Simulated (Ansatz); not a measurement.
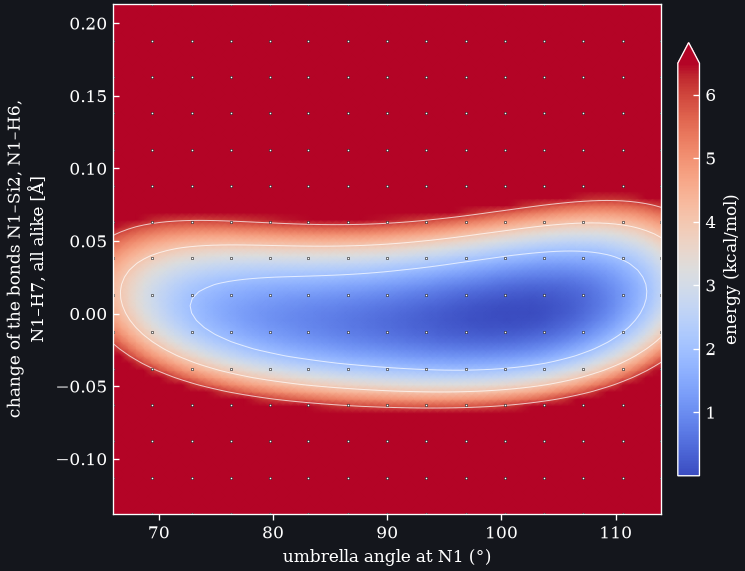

BrCl₂H₂NSi, SMILES N[Si](Cl)(Cl)Br. Coordinates scanned: (1) umbrella angle at N1 (between each of its bonds and their common axis; 90 is planar); (2) change of the bonds N1–Si2, N1–H6, N1–H7, all alike. Nothing is relaxed (all other coordinates rigid). The grid has 15 × 15 points. Points are written as (first, second). Energies: kcal/mol, counted from the relaxed molecule at the same level. Computed with RKS PBE-D4/def2-SVP in Ansatz 0.2.0.

In the figure: a smooth colour map with a few white contour lines, dots at the grid points, one colour for all values above the top of the scale. Between grid points the surface is interpolated.

Estimate the position of the minimum and the force constants in these coordinates.

The interpolated minimum is at the first coordinate ≈ 101.0°, the second coordinate ≈ 0.000 Å. The curvatures there are about 2.6 eV/rad² and 116 eV/Å², with a cross term of about −5.7 eV/(rad·Å). Round the minimum the valley is somewhat tilted: raising the first coordinate shifts the best value of the second coordinate upwards (coupling k₁₂/√(k₁₁k₂₂) about −0.3). (1 eV is 23.1 kcal/mol.)
